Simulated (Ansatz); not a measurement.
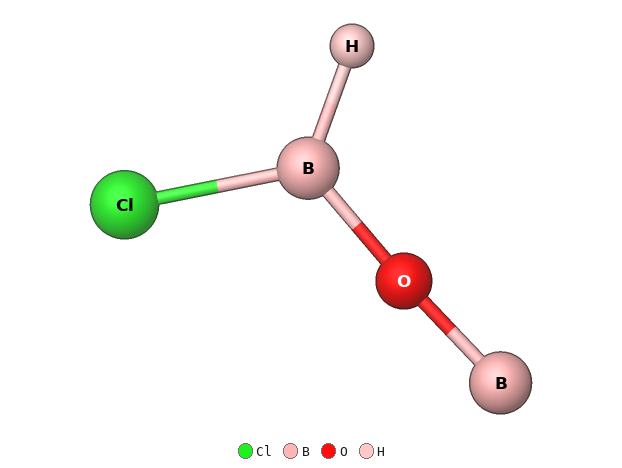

All atoms lie in one plane, which faces the viewer. The geometry was computed by an optimisation with PBE-D4/def2-SVP. No frequency run is at hand to confirm it as a minimum.

Which symmetry elements does this geometry have?

It has 1 mirror plane, so the point group is Cs. The group has 2 operations. The geometry is achiral, and symmetry allows a dipole moment.
